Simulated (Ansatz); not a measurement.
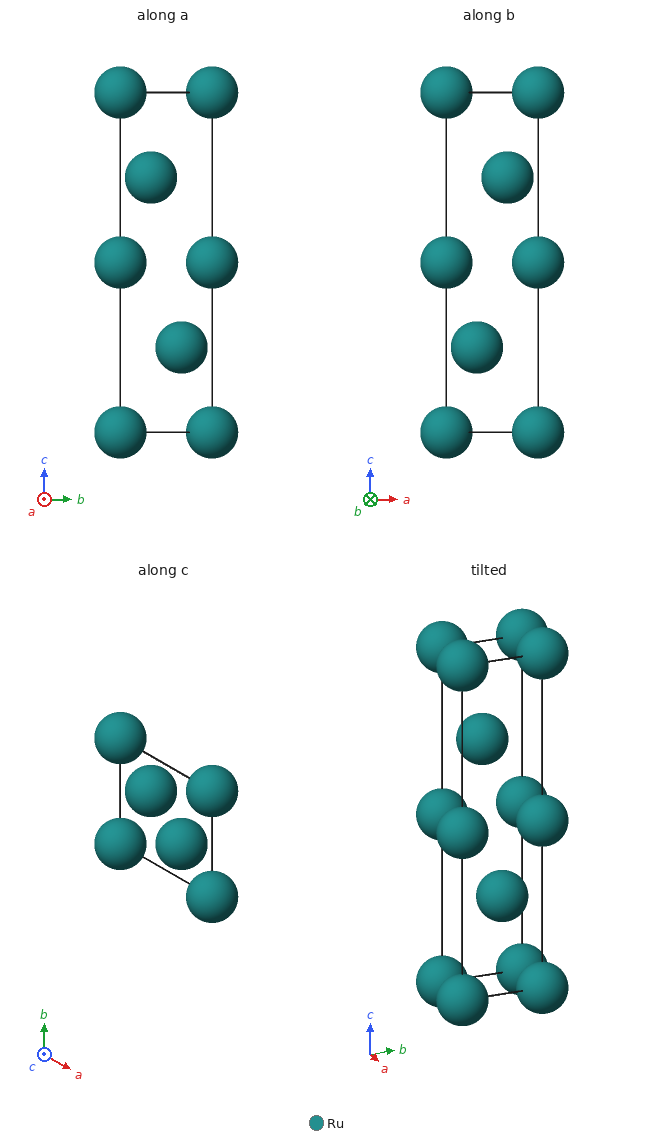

We look at a spheres-only model of the crystal along the a axis, along the b axis, along the c axis and slightly off an axis. The lines enclose the conventional unit cell; boundary atoms appear with their images.

Lattice parameters: a = 2.710 Å, b = 2.710 Å, c = 8.701 Å, α = 90.00°, β = 90.00°, γ = 120.00°.

Question: From the views, write a table of Wyckoff sites.

Answer: Space group P6_3/mmc (No. 194).
```json
{"atom": "Ru", "site": "2a", "x": "0.0000", "y": "0.0000", "z": "0.0000"}
{"atom": "Ru", "site": "2c", "x": "0.3333", "y": "0.6667", "z": "0.2500"}
```

Origin of the cell: a structure type filled with this element by a generator (whether the element takes this form wasn't checked). What is shown is the relaxed result from DFT, PBE, plane waves (420 eV) with PAW, scalar-relativistic in Ansatz.
